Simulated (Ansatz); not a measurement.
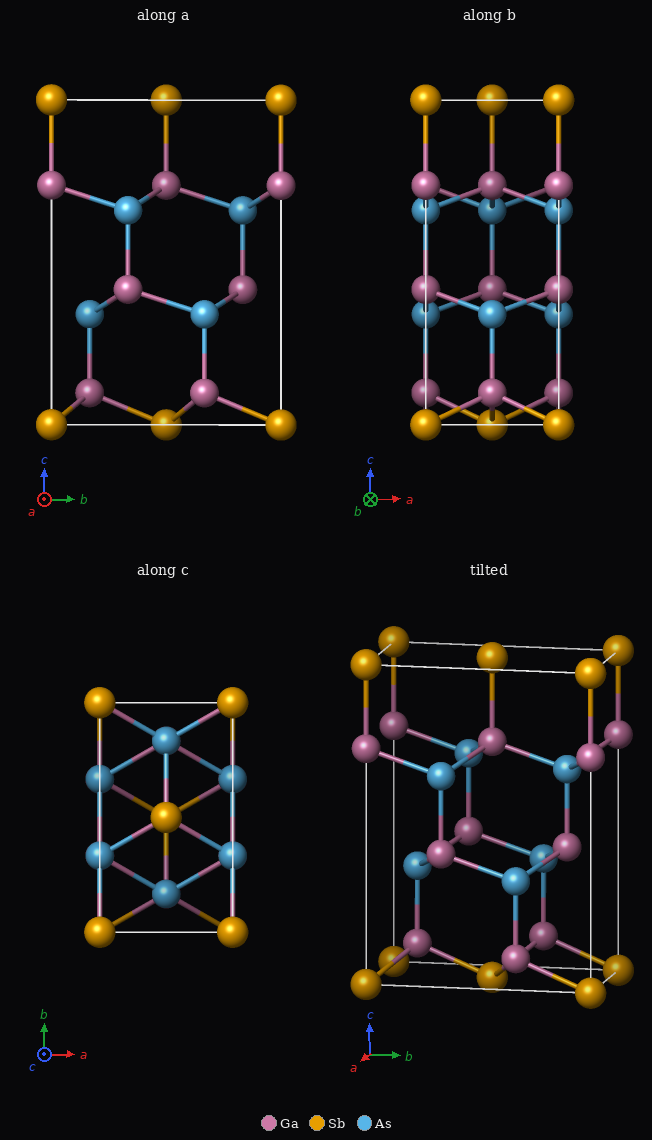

The crystal in a ball-and-stick representation, seen along the a axis, along the b axis, along the c axis and slightly off an axis. Atoms at the boundary of the unit cell (the box) are drawn once for each face, edge or corner they touch.

Lattice parameters: a = 4.1861 Å, b = 7.2310 Å, c = 10.2317 Å, α = 90.081°, β = 89.995°, γ = 90.012°.

Give the structure in the form of a CIF in P1 with every atom of the cell, with free fractional coordinates to two decimals.

```cif
data_structure
_symmetry_space_group_name_H-M 'P 1'
_symmetry_Int_Tables_number 1
_cell_length_a 4.1861
_cell_length_b 7.2310
_cell_length_c 10.2317
_cell_angle_alpha 90.081
_cell_angle_beta 89.995
_cell_angle_gamma 90.012
_cell_volume 309.71
loop_
_atom_site_label
_atom_site_type_symbol
_atom_site_fract_x
_atom_site_fract_y
_atom_site_fract_z
_atom_site_occupancy
Ga1 Ga 0.00 0.67 0.10 1
Ga2 Ga 0.50 0.17 0.10 1
Ga3 Ga 0.50 0.83 0.42 1
Ga4 Ga 0.00 0.33 0.42 1
Ga5 Ga 0.00 0.00 0.74 1
Ga6 Ga 0.50 0.50 0.74 1
Sb1 Sb 0.00 0.00 0.00 1
Sb2 Sb 0.50 0.50 0.00 1
As1 As 0.00 0.67 0.34 1
As2 As 0.50 0.17 0.34 1
As3 As 0.50 0.83 0.66 1
As4 As 0.00 0.33 0.66 1
```

Provenance: a structure type filled with these elements by a generator (whether the compound takes this form wasn't checked). A relaxation with Ansatz 0.2.0, DFT PBE, scalar-relativistic, plane waves, PAW gave the geometry drawn.
